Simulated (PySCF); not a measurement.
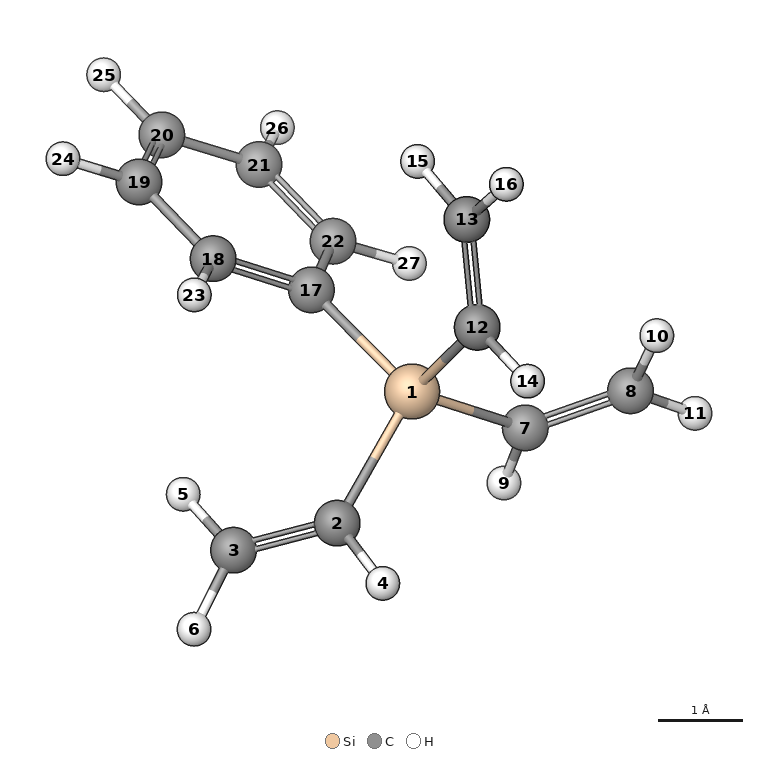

Numbered structure. The geometry was computed by an optimisation with PBE0-D3(BJ)/def2-SVP. No frequency run is at hand to confirm it as a minimum.

List the bonds and their lengths. Leave out bonds to hydrogen.

```json
{"bond": "Si1–C2", "length (Å)": "1.876", "order": "single"}
{"bond": "Si1–C7", "length (Å)": "1.876", "order": "single"}
{"bond": "Si1–C12", "length (Å)": "1.875", "order": "single"}
{"bond": "Si1–C17", "length (Å)": "1.882", "order": "single"}
{"bond": "C2–C3", "length (Å)": "1.338", "order": "double"}
{"bond": "C7–C8", "length (Å)": "1.338", "order": "double"}
{"bond": "C12–C13", "length (Å)": "1.338", "order": "double"}
{"bond": "C17–C18", "length (Å)": "1.405", "order": "aromatic"}
{"bond": "C17–C22", "length (Å)": "1.402", "order": "aromatic"}
{"bond": "C18–C19", "length (Å)": "1.393", "order": "aromatic"}
{"bond": "C19–C20", "length (Å)": "1.395", "order": "aromatic"}
{"bond": "C20–C21", "length (Å)": "1.394", "order": "aromatic"}
{"bond": "C21–C22", "length (Å)": "1.395", "order": "aromatic"}
```
